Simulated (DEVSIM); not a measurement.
Device: Co/La2O3/n-Si capacitor, at 400 K.

```csv
layer (left to right),material,thickness (nm),Nd (cm⁻³)
1,La2O3,22.0,-
2,Si,420,1.9e18
```

Metal gate on the left, work function 5 eV. Fixed charge at the semiconductor interface -3.1e11 cm⁻² (in units of +e); no interface traps.

This is a model device: material constants are rounded textbook-type values typed into the input, and sizes, dopings and lifetimes were drawn at random. Values at 300 K; Nc and Nv go as T^1.5, mobilities as T to minus their exponent, the gap by Varshni's rule with the affinity fixed.

| parameter | La2O3 | Si |
|---|---|---|
| gap (eV) | 5.8 | 1.124 |
| affinity (eV) | 1.8 | 4.05 |
| permittivity | 27 | 11.7 |
| Nc (cm⁻³) | - | 2.86e19 |
| Nv (cm⁻³) | - | 3.1e19 |
| Varshni α (eV/K) | - | 0.000473 |
| Varshni β (K) | - | 636 |

Model (solved in DEVSIM): 1D Poisson equation in equilibrium, Boltzmann statistics, complete ionisation; no quantum confinement or tunnelling. Metal contacts follow the ideal Schottky-Mott rule: no Fermi-level pinning, no interface dipoles.

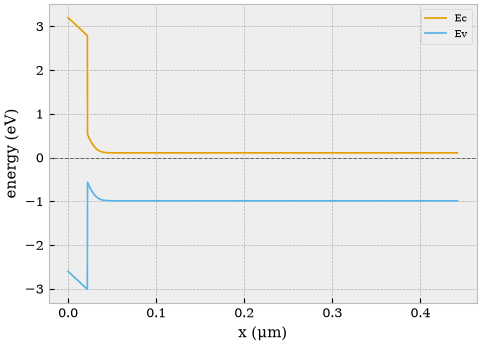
*Band edges at 0.0 V on the gate*

Energies count from the Fermi level of the right contact; mesh points crowd at the junctions.

| x (μm) | Ec (eV) | Ev (eV) | n (cm⁻³) | p (cm⁻³) | field (V/cm) |
|---|---|---|---|---|---|
| 0.000 | 3.200 | -2.600 | < 1e2 | < 1e2 | -190000 |
| 0.001083 | 3.180 | -2.620 | < 1e2 | < 1e2 | -190000 |
| 0.003066 | 3.142 | -2.658 | < 1e2 | < 1e2 | -190000 |
| 0.006698 | 3.074 | -2.726 | < 1e2 | < 1e2 | -190000 |
| 0.01475 | 2.923 | -2.877 | < 1e2 | < 1e2 | -190000 |
| 0.01863 | 2.850 | -2.950 | < 1e2 | < 1e2 | -190000 |
| 0.02075 | 2.810 | -2.990 | < 1e2 | < 1e2 | -190000 |
| 0.02212 | 0.531 | -0.566 | 9.0e12 | 3.6e12 | -480000 |
| 0.02337 | 0.474 | -0.623 | 4.7e13 | 6.8e11 | -440000 |
| 0.02581 | 0.375 | -0.722 | 8.3e14 | 3.9e10 | -370000 |
| 0.03059 | 0.232 | -0.865 | 5.3e16 | 6.1e8 | -230000 |
| 0.04508 | 0.112 | -0.985 | 1.7e18 | 1.9e7 | -9200 |
| 0.06841 | 0.108 | -0.988 | 1.9e18 | 1.7e7 | -11 |
| 0.1142 | 0.108 | -0.988 | 1.9e18 | 1.7e7 | ≈ 0 |
| 0.2458 | 0.108 | -0.988 | 1.9e18 | 1.7e7 | ≈ 0 |
| 0.3426 | 0.108 | -0.988 | 1.9e18 | 1.7e7 | ≈ 0 |
| 0.3919 | 0.108 | -0.988 | 1.9e18 | 1.7e7 | ≈ 0 |
| 0.4170 | 0.108 | -0.988 | 1.9e18 | 1.7e7 | ≈ 0 |
| 0.4323 | 0.108 | -0.988 | 1.9e18 | 1.7e7 | ≈ 0 |
| 0.4376 | 0.108 | -0.988 | 1.9e18 | 1.7e7 | ≈ 0 |
| 0.4403 | 0.108 | -0.988 | 1.9e18 | 1.7e7 | ≈ 0 |
| 0.4420 | 0.108 | -0.988 | 1.9e18 | 1.7e7 | ≈ 0 |
